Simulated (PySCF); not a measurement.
## Electronic structure of C4H11FSi2 in real space

```xyz
18

F    -3.4597   -0.6340    1.1914
C    -2.8132    0.5152    0.8117
C    -1.5205    0.2400    0.1084
C    -1.0245   -0.9623   -0.1426
Si    0.5937   -1.3092   -1.0363
C     1.7217    0.2209   -1.0121
Si    2.3511    0.7609    0.6972
H    -3.5046    1.0658    0.1597
H    -2.6434    1.0974    1.7270
H    -1.0007    1.1425   -0.1842
H    -1.6048   -1.8180    0.1794
H     1.2601   -2.4382   -0.3747
H     0.2885   -1.6797   -2.4286
H     2.5837    0.0182   -1.6482
H     1.2008    1.0568   -1.4803
H     3.1614    1.9769    0.5554
H     3.1792   -0.2961    1.2796
H     1.2223    1.0490    1.5855
```

Geometry: GFN2-xTB.

Level of theory: PySCF, PBE0/pcSseg-1, SCF density, gas phase, non-relativistic.

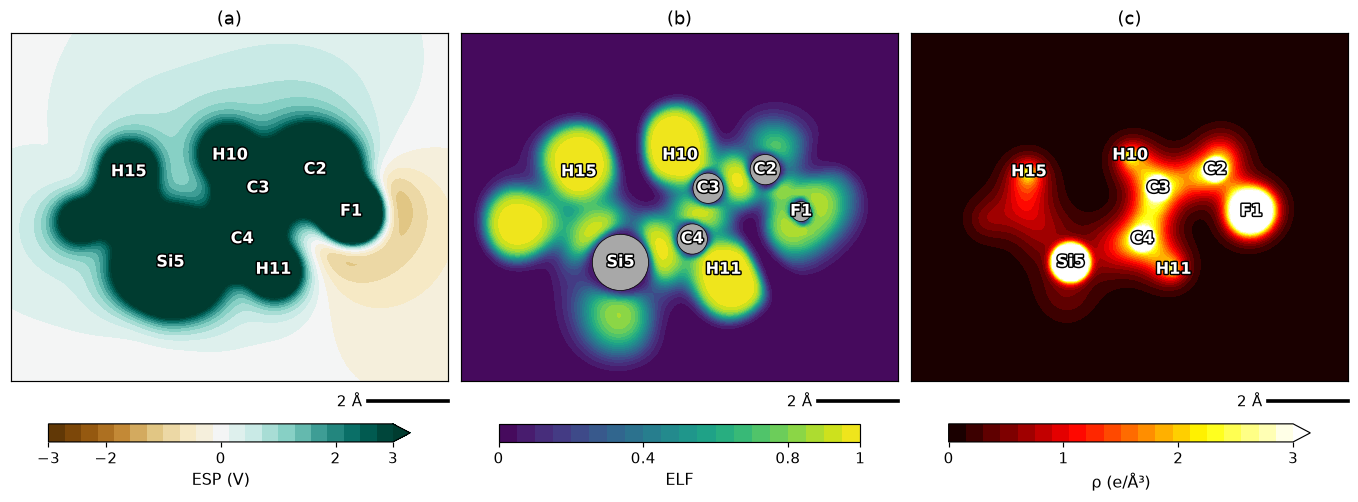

Figure 1. (a) molecular electrostatic potential; (b) electron localisation function; (c) electron density on the plane of atoms C3, C4 and Si5. Grey discs cover the atomic cores in the ELF map.

### Interpret the plot.

The section cuts through F, C, Si and H sites.
C–C (1.32 Å): ρ is about 2.3 e/Å³ halfway; the ELF peaks at about 0.90 between the atoms; a multiple bond.
C–F (1.37 Å): ρ at the midpoint is about 2.1 e/Å³, with its minimum of 1.7 e/Å³ about 0.5 Å from C; the ELF peaks at about 0.85 between the atoms (a shared but strongly polarised pair).
C–Si (1.88 Å): ρ is about 0.94 e/Å³ halfway; the ELF peaks at about 0.95 between the atoms (a covalent bond).
C–H (1.08 Å): ρ at the midpoint is about 2 e/Å³; the ELF climbs to about 1 towards the hydrogen, as it does in any bond to H: an ordinary covalent bond to hydrogen.
C–C (1.50 Å): ρ is about 1.8 e/Å³ halfway; the ELF peaks at about 0.95 between the atoms: localised, covalent bonding.
The ELF also peaks beside F1, away from the bonds: lone-pair regions.
Outside the dense part of the molecule the potential is most negative (−1.1 V) near F1.

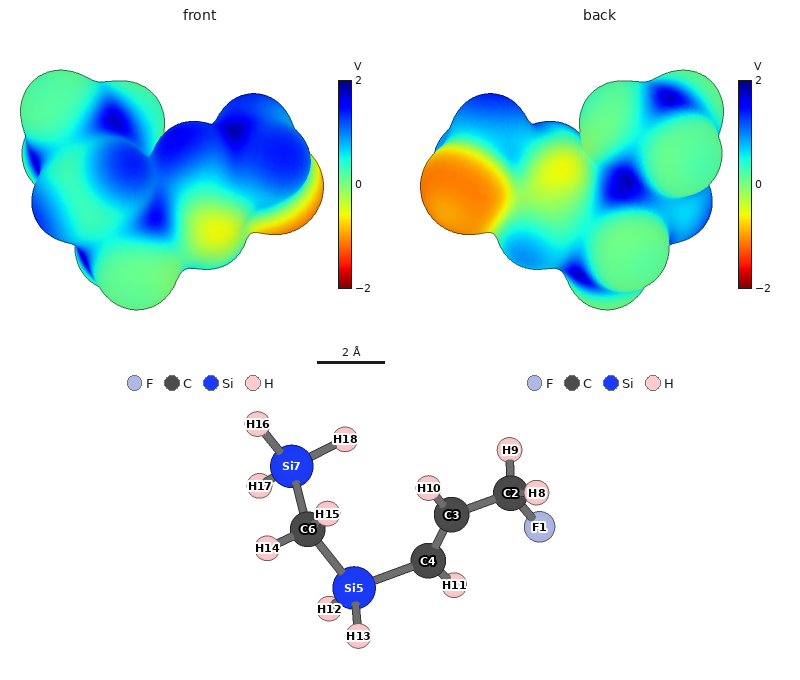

Figure 2. The molecular electrostatic potential painted on the density surface at 0.004 e/bohr³, seen from the front and from behind; red is negative and blue positive. The bare structure is drawn below in the same view.

### Which sites attract a positive test charge, and which a negative one?

A positive charge is drawn to the negative regions and a negative charge to the positive ones. The most negative region (about −1.1 V) lies over F1, the most positive (about +1.7 V) over C2, Si5 and Si7.

### What dipole moment does the calculation give?

Its dipole moment is 2.00 D.
